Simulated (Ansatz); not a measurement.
# AlH (SMILES [AlH]) at B3LYP/6-31G(d) (spherical functions)

Aim: the electronic atomisation energy of AlH at B3LYP/6-31G* (spherical functions), from 3 runs. 

The calculation is run with Ansatz 0.2.0.

33 further runs of the same task are left out: 33 set aside as unsound or not needed.

**1. The structure to begin with**

The species is AlH (2 atoms), meant as a singlet with charge 0. As SMILES, `[AlH]`. Geometry: relaxed at PBE0-D4/def2-TZVP.

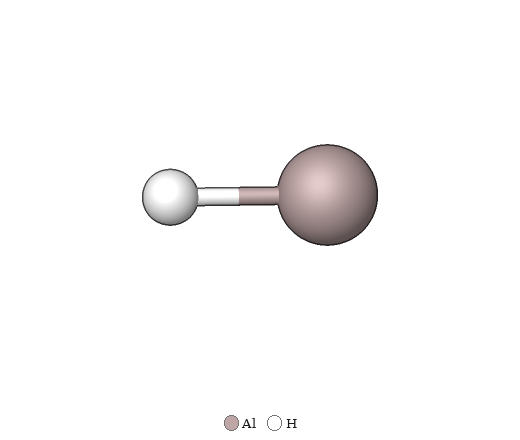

The structure, seen from a chosen angle (aluminium light grey, hydrogen white).

**2. The energy at B3LYP/6-31G(d) (spherical functions)**

Input file molecule.yaml:

```yaml
crystal:
  periodic: [false, false, false]
  atoms:
    - {symbol: Al, position_ang: [-0.000000, 0.000000, -0.025640]}
    - {symbol: H, position_ang: [0.000000, -0.000000, 1.639110]}
basis:
  gaussian: {orbitals: 6-31G_st_-spherical.json}
hamiltonian: {xc: {name: B3LYP}}
accuracy: high
output: {orbitals: {seedname: orbitals}}
```

The basis set 6-31G* is read from a file made from the Basis Set Exchange's data (not shown).

On the command line:

```
$ ansatz run molecule.yaml --threads 1 --pin off --max-ram 3480MiB --events-out events.jsonl --progress --plain --runs-dir runs
```

What it wrote:

```text
Warning: RAYON_NUM_THREADS=1 ignored (pool sized by the plan → 1); use --threads N
Functional definition: B3LYP
  name "B3LYP"
  parameter a0 = 0.2
  parameter ax = 0.72
  parameter ac = 0.81
  exchange = (1 - a0 - ax)*slater_x + ax*b88_x + a0*exact_x
  correlation = (1 - ac)*vwn_rpa_c + ac*lyp_c
310 factors; integrals over basis functions are off by at most 3.6e-9 eV
mean field evaluation 1: about -6611.4440 eV, gradient 9.4e0 eV
mean field evaluation 2: about -6611.7249 eV, gradient 4.8e0 eV
mean field evaluation 4: about -6611.8608 eV, gradient 3.1e-2 eV
mean field evaluation 8: about -6611.8609 eV, gradient 3.0e-5 eV
mean field -6611.86085221 eV, -242.9814046386 hartree, gradient 3.5e-8 eV, S^2 0.000000; 0 other end points of the search recorded, 0 dependent functions left out
reference -6611.86087832 eV, -242.9814055979 hartree; 7, 7 occupied and 13, 13 virtual orbitals, 310 factors
Total energy: -6611.86087832 eV, -242.9814055979 hartree
```

Wall time 0.48 s (1 thread of Arm Neoverse V2, shared host).

**3. The Al atom**

Input file molecule.yaml:

```yaml
crystal:
  periodic: [false, false, false]
  atoms:
    - {symbol: Al, position_ang: [0.000000, 0.000000, 0.000000]}
basis:
  gaussian: {orbitals: 6-31G_st_-spherical.json}
magnetization: {spin_polarized: true, initial_magnetization: 1}
hamiltonian: {xc: {name: B3LYP}}
accuracy: high
```

The basis set 6-31G* is read from a file made from the Basis Set Exchange's data (not shown).

Run the same way, it converges to -242.36652 Eh (log not shown).

**4. The H atom**

Input file run.yaml:

```yaml
crystal:
  periodic: [false, false, false]
  atoms:
    - symbol: H
      position_ang: [0.000000, 0.000000, 0.000000]
basis:
  gaussian:
    orbitals: "6-31G*"
magnetization:
  spin_polarized: true
  initial_magnetization: 1
hamiltonian:
  xc: {name: B3LYP}
accuracy: high
```

Run the same way, it converges to -0.50027 Eh (log not shown).

**5. Outcome**

At B3LYP/6-31G* (spherical functions):

```
                     quantity          value
       molecule: total energy  -242.98141 Eh
        molecule: HOMO energy       -5.61 eV
        molecule: LUMO energy       -1.93 eV
      molecule: HOMO–LUMO gap        3.68 eV
        Al atom: total energy  -242.36652 Eh
                Al atom: ⟨S²⟩          0.752
         H atom: total energy    -0.50027 Eh
                 H atom: ⟨S²⟩          0.750
electronic atomisation energy       3.119 eV
```

**Reading.** Taking the molecule apart into free atoms costs 3.12 eV (301 kJ/mol), before zero-point energy and without spin-orbit coupling.
